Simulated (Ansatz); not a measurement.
# CH2BN (SMILES BC#N) at revPBE/def2-TZVP

What is the electronic atomisation energy of CH2BN at revPBE/def2-TZVP? 

The results are computed with Ansatz 0.2.0.

65 further runs of the same task are left out: 65 set aside as unsound or not needed. Runs told in other sessions of the task aren't counted.

**1. Starting point**

The species is CH2BN (5 atoms), meant as a singlet with charge 0. SMILES: `BC#N`. The shape is that of a PBE0-D4/def2-TZVP optimisation.

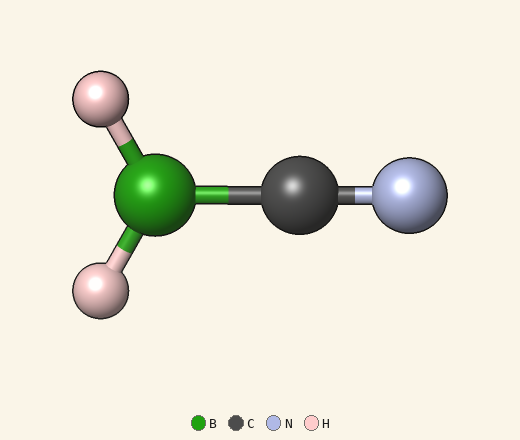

Viewed from a chosen angle; boron green, carbon dark grey, nitrogen light blue, hydrogen pink.

**2. The energy at revPBE/def2-TZVP**

The input, job.yaml:

```yaml
crystal:
  periodic: [false, false, false]
  atoms:
    - symbol: B
      position_ang: [-0.219200, 0.441300, -0.341900]
    - symbol: C
      position_ang: [0.352700, -0.696700, 0.490700]
    - symbol: N
      position_ang: [0.786500, -1.559600, 1.122200]
    - symbol: H
      position_ang: [-0.744300, 0.187400, -1.377600]
    - symbol: H
      position_ang: [-0.125900, 1.554000, 0.065300]
basis:
  gaussian:
    orbitals: def2-TZVP
accuracy: high
hamiltonian:
  xc: {name: revPBE}
output:
  orbitals: {seedname: orbitals}
```

Launch:

```
ansatz run job.yaml --threads 1 --pin off --max-ram 3480MiB --events-out events.jsonl --progress --plain --runs-dir runs
```

The log of the run:

```text
Warning: RAYON_NUM_THREADS=1 ignored (pool sized by the plan → 1); use --threads N
Functional definition: revPBE
  name "revPBE"
  parameter kappa = 1.245
  parameter beta = 0.06672455060314922
  exchange = pbe_x(kappa = kappa, mu = beta*pi^2/3)
  correlation = pbe_c(beta = beta)
1710 factors; integrals over basis functions are off by at most 3.6e-9 eV
mean field evaluation 1: about -3230.6237 eV, gradient 4.3e1 eV
mean field evaluation 2: about -3219.5684 eV, gradient 7.6e1 eV
mean field evaluation 4: about -3234.7716 eV, gradient 7.0e0 eV
mean field evaluation 8: about -3234.9123 eV, gradient 4.9e-1 eV
mean field evaluation 16: about -3234.9130 eV, gradient 5.5e-6 eV
mean field -3234.91298557 eV, -118.8808595170 hartree, gradient 9.4e-8 eV, S^2 0.000000; 0 other end points of the search recorded, 0 dependent functions left out
reference -3234.91298971 eV, -118.8808596691 hartree; 10, 10 occupied and 95, 95 virtual orbitals, 1710 factors
Total energy: -3234.91298971 eV, -118.8808596691 hartree
```

Wall time 4.2 s (1 thread of Arm Neoverse V2, shared host); peak memory 0.21 GiB.

**3. The B atom**

The input, run.yaml:

```yaml
crystal:
  periodic: [false, false, false]
  atoms:
    - {symbol: B, position_ang: [0.000000, 0.000000, 0.000000]}
basis:
  gaussian:
    orbitals: def2-TZVP
magnetization:
  spin_polarized: true
  initial_magnetization: 1
hamiltonian:
  xc: {name: revPBE}
accuracy: high
```

Launch:

```
ansatz run run.yaml --threads 1 --pin off --max-ram 3480MiB --events-out events.jsonl --progress --plain --runs-dir runs
```

The log of the run:

```text
Warning: RAYON_NUM_THREADS=1 ignored (pool sized by the plan → 1); use --threads N
[... 6 set-up lines as earlier in the session ...]
312 factors; integrals over basis functions are off by at most 3.0e-9 eV
mean field evaluation 1: about -670.7255 eV, gradient 3.5e0 eV
mean field evaluation 2: about -670.8163 eV, gradient 1.5e0 eV
mean field evaluation 4: about -670.8383 eV, gradient 2.6e-1 eV
mean field evaluation 8: about -670.8383 eV, gradient 1.0e-3 eV
mean field evaluation 16: about -670.7052 eV, gradient 3.7e0 eV
mean field -670.83826949 eV, -24.6528516933 hartree, gradient 3.4e-8 eV, S^2 0.753634; 1 other end points of the search recorded, 0 dependent functions left out
reference -670.83827235 eV, -24.6528517984 hartree; 3, 2 occupied and 28, 29 virtual orbitals, 312 factors
Total energy: -670.83827235 eV, -24.6528517984 hartree
```

It took 0.68 s on 1 thread of Arm Neoverse V2, shared host.

**4. The C atom at the same level**

The input, molecule.yaml:

```yaml
crystal:
  periodic: [false, false, false]
  atoms:
    - symbol: C
      position_ang: [0.000000, 0.000000, 0.000000]
basis:
  gaussian:
    orbitals: def2-TZVP
magnetization:
  spin_polarized: true
  initial_magnetization: 2
hamiltonian:
  xc: {name: revPBE}
accuracy: high
```

Launch:

```
ansatz run molecule.yaml --threads 1 --pin off --max-ram 3480MiB --events-out events.jsonl --progress --plain --runs-dir runs
```

The log of the run:

```text
Warning: RAYON_NUM_THREADS=1 ignored (pool sized by the plan → 1); use --threads N
[... 6 set-up lines as earlier in the session ...]
312 factors; integrals over basis functions are off by at most 3.1e-9 eV
mean field evaluation 1: about -1029.5806 eV, gradient 6.4e0 eV
mean field evaluation 2: about -1029.7132 eV, gradient 4.3e0 eV
mean field evaluation 4: about -1029.8307 eV, gradient 3.4e-1 eV
mean field evaluation 8: about -1029.8311 eV, gradient 1.8e-3 eV
mean field evaluation 16: about -1029.6984 eV, gradient 4.7e0 eV
mean field evaluation 32: about -1029.8317 eV, gradient 8.5e-2 eV
mean field -1029.83113877 eV, -37.8455963052 hartree, gradient 1.1e-8 eV, S^2 2.003165; 2 other end points of the search recorded, 0 dependent functions left out
reference -1029.83114146 eV, -37.8455964039 hartree; 4, 2 occupied and 27, 29 virtual orbitals, 312 factors
Total energy: -1029.83114146 eV, -37.8455964039 hartree
```

It took 0.74 s on 1 thread of Arm Neoverse V2, shared host.

**5. The H atom at the same level**

The input, input.yaml:

```yaml
crystal:
  periodic: [false, false, false]
  atoms:
    - {symbol: H, position_ang: [0.000000, 0.000000, 0.000000]}
basis:
  gaussian: {orbitals: def2-TZVP}
total_charge: 0
magnetization: {spin_polarized: true, initial_magnetization: 1}
hamiltonian: {xc: {name: revPBE}}
accuracy: high
```

Run the same way, it converges to -0.50412 Eh (log not shown).

**6. The N atom**

The input, job.yaml:

```yaml
crystal:
  periodic: [false, false, false]
  atoms:
    - {symbol: "N", position_ang: [0.000000, 0.000000, 0.000000]}
basis:
  gaussian: {orbitals: def2-TZVP}
magnetization: {spin_polarized: true, initial_magnetization: 3}
hamiltonian: {xc: {name: revPBE}}
accuracy: high
```

Run the same way, it converges to -54.58772 Eh (log not shown).

**7. Summary of results**

Level: revPBE/def2-TZVP.

| quantity | value |
| --- | --- |
| molecule: total energy | -118.88086 Eh |
| molecule: HOMO energy | -8.34 eV |
| molecule: LUMO energy | -4.24 eV |
| molecule: HOMO–LUMO gap | 4.10 eV |
| B atom: total energy | -24.65285 Eh |
| B atom: ⟨S²⟩ | 0.754 |
| C atom: total energy | -37.84560 Eh |
| C atom: ⟨S²⟩ | 2.003 |
| H atom: total energy | -0.50412 Eh |
| H atom: ⟨S²⟩ | 0.750 |
| N atom: total energy | -54.58772 Eh |
| N atom: ⟨S²⟩ | 3.753 |
| electronic atomisation energy | 21.400 eV |

**Reading.** Taking the molecule apart into free atoms costs 21.40 eV (2065 kJ/mol), before zero-point energy and without spin-orbit coupling.
